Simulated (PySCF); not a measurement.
CH6F3PSi2

```json
{"atom": "F", "x (Å)": "1.1664", "y (Å)": "1.6421", "z (Å)": "-0.7033"}
{"atom": "C", "x (Å)": "1.8529", "y (Å)": "0.6917", "z (Å)": "0.0041"}
{"atom": "F", "x (Å)": "1.8787", "y (Å)": "1.1435", "z (Å)": "1.2883"}
{"atom": "Si", "x (Å)": "0.9398", "y (Å)": "-1.0217", "z (Å)": "-0.1118"}
{"atom": "F", "x (Å)": "1.7624", "y (Å)": "-1.7457", "z (Å)": "-1.3035"}
{"atom": "Si", "x (Å)": "-1.2397", "y (Å)": "-0.6623", "z (Å)": "-0.8152"}
{"atom": "P", "x (Å)": "-2.3401", "y (Å)": "0.4672", "z (Å)": "0.7773"}
{"atom": "H", "x (Å)": "2.8874", "y (Å)": "0.7093", "z (Å)": "-0.3661"}
{"atom": "H", "x (Å)": "1.3816", "y (Å)": "-1.7563", "z (Å)": "1.0666"}
{"atom": "H", "x (Å)": "-1.2650", "y (Å)": "-0.0101", "z (Å)": "-2.1357"}
{"atom": "H", "x (Å)": "-1.9428", "y (Å)": "-1.9452", "z (Å)": "-0.9661"}
{"atom": "H", "x (Å)": "-1.6863", "y (Å)": "1.6679", "z (Å)": "0.5641"}
{"atom": "H", "x (Å)": "-3.3997", "y (Å)": "0.8200", "z (Å)": "-0.0389"}
```

Geometry: GFN2-xTB.

These are results of PBE0/pcSseg-1, SCF density, gas phase, non-relativistic (PySCF), not measurements.

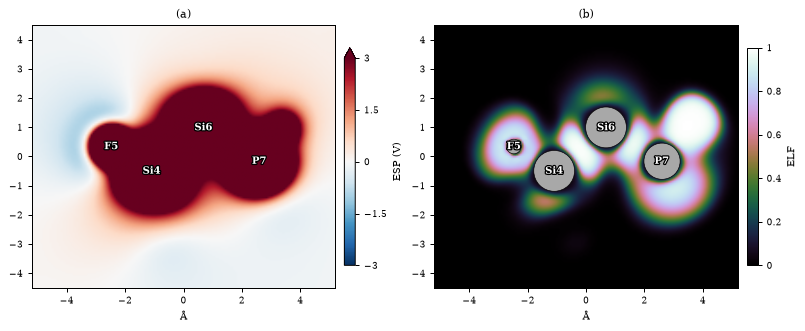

Figure 1. (a) electrostatic potential; (b) electron localisation function on the plane of atoms Si4, Si6 and P7. Grey discs cover the atomic cores in the ELF map.

Q: Describe what can be read from this map.

A:
- The section cuts through Si, F and P sites.
- Si–F (1.62 Å): the ELF peaks at about 0.85 in the valence shell of F, 0.6 Å from its nucleus, and is about 0.50 at the midpoint.
- Si–P (2.24 Å): the ELF peaks at about 0.95 between the atoms (localised, covalent bonding).
- Si–Si (2.32 Å): the ELF peaks at about 1 between the atoms (a covalent bond).
- The ELF also peaks beside P7 and F5, away from the bonds: lone-pair regions.
- Outside the dense part of the molecule the potential is most negative (−0.9 V) near F5.

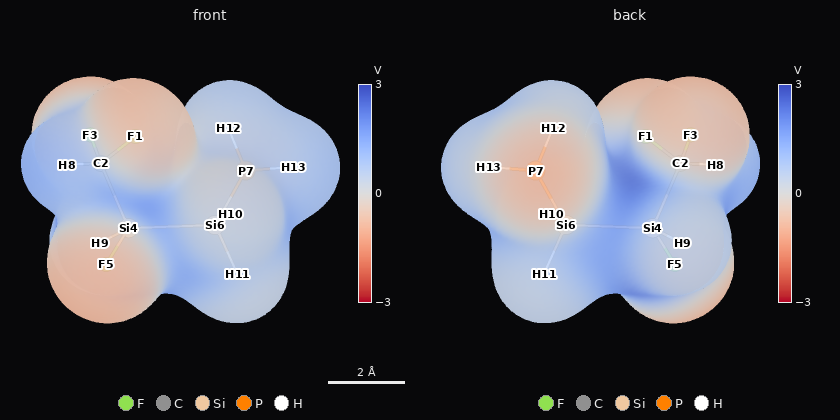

Figure 2. The electrostatic potential painted on the density surface at 0.002 e/bohr³, seen from the front and from behind; red is negative and blue positive.

Q: Describe the electrostatic potential map.

A: The most negative region (about −0.9 V) lies over F5 and P7, the most positive (about +2.1 V) over Si4.

Q: What dipole moment does the calculation give?

A: Its dipole moment is 0.97 D.
